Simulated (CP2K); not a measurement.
# CH6BrGeN (SMILES N[CH2][GeH2][Br]): GFN2-xTB

Aim: the vertical ionisation energy of CH6BrGeN at GFN2-xTB, from 2 runs. 

The results are computed with CP2K 2026.2.

2 further runs of the same task are left out: 1 that didn't finish, 1 set aside as unsound or not needed.

**1. The structure to begin with**

The species is CH6BrGeN (10 atoms), meant as a singlet with charge 0. As SMILES, `N[CH2][GeH2][Br]`. The shape comes from a force field and isn't a relaxed structure. This is one conformer, not always the lowest.

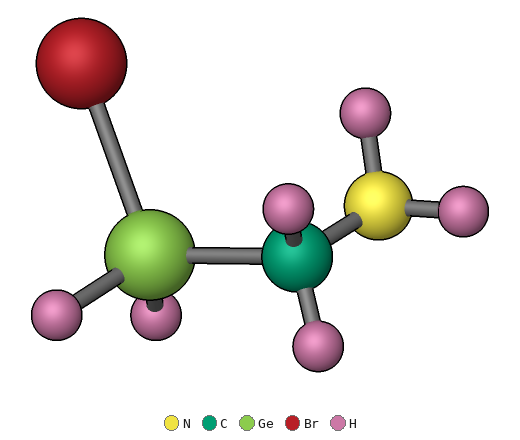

The structure, seen from a chosen angle (nitrogen yellow, carbon teal, germanium green, bromine red, hydrogen pink).

**2. Energy and forces at GFN2-xTB**

The input, job.inp:

```
&GLOBAL
    PROJECT job
    RUN_TYPE ENERGY_FORCE
    PRINT_LEVEL MEDIUM
&END GLOBAL

&FORCE_EVAL
    METHOD Quickstep
    &DFT
        &QS
            METHOD XTB
            EPS_DEFAULT 1.0E-10
            &XTB
                GFN_TYPE TBLITE
                &TBLITE
                    METHOD GFN2
                &END TBLITE
                CHECK_ATOMIC_CHARGES F
            &END XTB
        &END QS
        &POISSON
            PERIODIC NONE
            POISSON_SOLVER ANALYTIC
        &END POISSON
        &SCF
            SCF_GUESS ATOMIC
            EPS_SCF 1.0E-07
            MAX_SCF 150
            ADDED_MOS 2
            &DIAGONALIZATION
                ALGORITHM STANDARD
            &END DIAGONALIZATION
            &MIXING
                METHOD DIRECT_P_MIXING
                ALPHA 0.4
            &END MIXING
            &SMEAR ON
                METHOD FERMI_DIRAC
                ELECTRONIC_TEMPERATURE [K] 300
            &END SMEAR
        &END SCF
        &PRINT
            &MOMENTS
                PERIODIC F
                REFERENCE COM
                MAX_MOMENT 1
            &END MOMENTS
            &MO ON
                ENERGIES T
                OCCUPATION_NUMBERS T
                NDIGITS 6
                &EACH
                    QS_SCF 0
                &END EACH
                ADD_LAST NUMERIC
            &END MO
            &HIRSHFELD OFF
            &END HIRSHFELD
        &END PRINT
    &END DFT
    &SUBSYS
        &CELL
            ABC 12.6 11 11.2
            PERIODIC NONE
        &END CELL
        &COORD
            UNIT bohr
            N     -2.7382132     0.4985098     0.3085923
            C     -0.6742543    -0.0171965    -1.3122258
            Ge     2.1121469    -1.0692070     0.7498433
            Br     3.5712044     2.2720177     3.3623897
            H     -4.3427796     1.0119483    -0.9337137
            H     -2.4099677     2.2589786     1.2940845
            H     -0.0606602     1.6720297    -2.4364239
            H     -1.0899940    -1.5508982    -2.6233178
            H      4.4134554    -1.8190504    -0.8734314
            H      1.3762875    -3.3535080     2.4696831
        &END COORD
        &TOPOLOGY
            &CENTER_COORDINATES
            &END CENTER_COORDINATES
        &END TOPOLOGY
    &END SUBSYS
    &PRINT
        &FORCES ON
        &END FORCES
    &END PRINT
&END FORCE_EVAL
```

On the command line:

```sh
$ OMP_NUM_THREADS=1 cp2k.psmp -i job.inp -o job.out
```

Log:

```text
CP2K| version string:                                       CP2K version 2026.2
[...]
 GLOBAL| Method name                                                        CP2K
[...]
 GLOBAL| Run type                                                   ENERGY_FORCE
[...]
                             - Atoms:                                         10
[...]
                             - Spherical basis functions:                     32
[...]
 Number of electrons:                                                         26
[...]
  *** SCF run converged in    20 steps ***
[...]
  Fermi energy:                                                -0.23621173218241
[...]
 TB_DIPOLE| Moment [Debye]         -1.16702172      -0.70195678      -1.51678330
 TB_DIPOLE| Derivative [a.u.]       0.00000000       0.00000000       0.00000000
[...]
 ENERGY| Total FORCE_EVAL ( QS ) energy [hartree]            -14.141135784717113
 FORCES| Atomic forces [hartree/bohr]
 FORCES|   Atom     x               y               z               |f|
 FORCES|      1 -5.71077666E-02  5.12801027E-02 -7.95805113E-03   7.71639587E-02
 FORCES|      2  1.49534728E-02  1.76088185E-02 -2.16916076E-02   3.16891571E-02
 FORCES|      3  2.70178197E-02 -1.14283723E-02  2.41004343E-02   3.79657900E-02
 FORCES|      4 -7.17435606E-03 -1.43809826E-02 -1.07827560E-02   1.93533427E-02
 FORCES|      5  3.04965729E-02 -1.37259391E-02  3.29442516E-02   4.69442869E-02
 FORCES|      6 -3.75870547E-03 -3.40007908E-02 -1.46145865E-02   3.71990293E-02
 FORCES|      7 -3.99358165E-03 -8.98548645E-03 -2.12244973E-03   1.00594460E-02
 FORCES|      8 -3.43077242E-03  1.26417575E-03 -6.02050273E-04   3.70550999E-03
 FORCES|      9 -1.52813195E-03  1.56348718E-03  4.62397332E-03   5.11476380E-03
 FORCES|     10  4.52544885E-03  1.08049872E-02 -3.89715804E-03   1.23456582E-02
 FORCES| Sum    -1.13624388E-16 -5.37764278E-17  4.25007252E-17
 FORCES| Total atomic force                                       1.32697842E-16
[...]
```

Wall time 0.24 s (1 thread of Arm Neoverse V2, shared host).

**3. The doublet cation**

The input, mol.inp:

```
&GLOBAL
 PROJECT_NAME mol
 RUN_TYPE ENERGY_FORCE
 PRINT_LEVEL MEDIUM
&END GLOBAL

&FORCE_EVAL
 METHOD Quickstep
 &DFT
  CHARGE 1
  MULTIPLICITY 2
  UKS T
  # Quickstep
  &QS
   METHOD XTB
   EPS_DEFAULT 1.0E-10
   &XTB
    GFN_TYPE TBLITE
    &TBLITE
     METHOD GFN2
    &END TBLITE
    CHECK_ATOMIC_CHARGES F
   &END XTB
  &END QS
  &POISSON
   PERIODIC NONE
   POISSON_SOLVER ANALYTIC
  &END POISSON
  # SCF settings
  &SCF
   SCF_GUESS ATOMIC
   EPS_SCF 1.0E-07
   MAX_SCF 150
   ADDED_MOS 2
   &DIAGONALIZATION
    ALGORITHM STANDARD
   &END DIAGONALIZATION
   &MIXING
    METHOD DIRECT_P_MIXING
    ALPHA 0.4
   &END MIXING
   &SMEAR ON
    METHOD FERMI_DIRAC
    ELECTRONIC_TEMPERATURE [K] 300
   &END SMEAR
  &END SCF
  &PRINT
   &MOMENTS
    PERIODIC F
    REFERENCE COM
    MAX_MOMENT 1
   &END MOMENTS
   &MO ON
    ENERGIES T
    OCCUPATION_NUMBERS T
    NDIGITS 6
    &EACH
     QS_SCF 0
    &END EACH
    ADD_LAST NUMERIC
   &END MO
   &HIRSHFELD OFF
   &END HIRSHFELD
  &END PRINT
 &END DFT
 # structure
 &SUBSYS
  # box in angstrom
  &CELL
   ABC 12.6 11 11.2
   PERIODIC NONE
  &END CELL
  &COORD
   UNIT bohr
   N     -2.7382132     0.4985098     0.3085923
   C     -0.6742543    -0.0171965    -1.3122258
   Ge     2.1121469    -1.0692070     0.7498433
   Br     3.5712044     2.2720177     3.3623897
   H     -4.3427796     1.0119483    -0.9337137
   H     -2.4099677     2.2589786     1.2940845
   H     -0.0606602     1.6720297    -2.4364239
   H     -1.0899940    -1.5508982    -2.6233178
   H      4.4134554    -1.8190504    -0.8734314
   H      1.3762875    -3.3535080     2.4696831
  &END COORD
  &TOPOLOGY
   &CENTER_COORDINATES
   &END CENTER_COORDINATES
  &END TOPOLOGY
 &END SUBSYS
 # extra output
 &PRINT
  &FORCES ON
  &END FORCES
 &END PRINT
&END FORCE_EVAL
```

On the command line:

```sh
$ OMP_NUM_THREADS=1 cp2k.psmp -i mol.inp -o mol.out
```

Log:

```text
CP2K| version string:                                       CP2K version 2026.2
[...]
 GLOBAL| Method name                                                        CP2K
[...]
 GLOBAL| Run type                                                   ENERGY_FORCE
[...]
                             - Atoms:                                         10
[...]
                             - Spherical basis functions:                     32
[...]
 Number of electrons:                                                         13
[...]
  *** SCF run converged in    58 steps ***
[...]
  Fermi energy:                                                -0.60705053290342
[...]
 TB_DIPOLE| Moment [Debye]         -5.31915412      -1.30825394      -4.44987523
 TB_DIPOLE| Derivative [a.u.]       0.00000000       0.00000000       0.00000000
[...]
 ENERGY| Total FORCE_EVAL ( QS ) energy [hartree]            -13.637486263071880
 FORCES| Atomic forces [hartree/bohr]
 FORCES|   Atom     x               y               z               |f|
 FORCES|      1 -3.16574704E-02  6.52575778E-02 -3.38687435E-02   8.00489768E-02
 FORCES|      2 -1.79269307E-02  1.78146335E-02 -1.87691019E-02   3.14803939E-02
 FORCES|      3  4.31832103E-02 -2.56231610E-02  2.80927205E-02   5.75372659E-02
 FORCES|      4 -5.32918213E-03 -6.77509845E-03 -5.81071597E-03   1.03955068E-02
 FORCES|      5  2.36635189E-02 -2.41976546E-02  3.61352263E-02   4.95100312E-02
 FORCES|      6 -4.88254433E-03 -3.36829835E-02 -7.73899520E-03   3.49037915E-02
 FORCES|      7  1.14786209E-03 -7.44691758E-03  5.49513528E-03   9.32580724E-03
 FORCES|      8 -3.72124892E-03 -1.44412349E-03 -1.62362688E-03   4.30921691E-03
 FORCES|      9 -4.51358019E-03  4.45073817E-03  2.07189191E-03   6.66889890E-03
 FORCES|     10  3.63655316E-05  1.16469891E-02 -3.98379049E-03   1.23095192E-02
 FORCES| Sum    -3.00283344E-16 -1.61329283E-16  2.08166817E-16
 FORCES| Total atomic force                                       3.99412879E-16
[...]
```

Wall time 0.36 s (1 thread of Arm Neoverse V2, shared host).

**4. Summary of results**

At GFN2-xTB:

| quantity | value |
| --- | --- |
| singlet CH6BrGeN: total energy | -14.14114 Eh |
| singlet CH6BrGeN: dipole moment (from atomic charges alone) | 2.04 D |
| singlet CH6BrGeN: HOMO energy | -10.84 eV |
| singlet CH6BrGeN: LUMO energy | -5.53 eV |
| singlet CH6BrGeN: HOMO–LUMO gap | 5.31 eV |
| singlet CH6BrGeN: largest force on an atom | 3.968 eV/Å |
| doublet cation: total energy | -13.63749 Eh |
| doublet cation: HOMO energy (highest over α and β) | -16.57 eV |
| doublet cation: LUMO energy (lowest over α and β) | -16.46 eV |
| doublet cation: largest force on an atom | 4.116 eV/Å |
| vertical ionisation energy (to the doublet cation) | 13.705 eV |

In words: Removing an electron at fixed nuclei costs 13.71 eV (1322 kJ/mol). The largest force (singlet CH6BrGeN) is 3.97 eV/Å: the shape isn't a stationary point for this species at this level. xTB total energies overstate such differences by several eV unless an empirical shift is taken off; none is applied here. The dipole (singlet CH6BrGeN) comes from point charges on the atoms alone, without atomic dipoles, so it is partial.
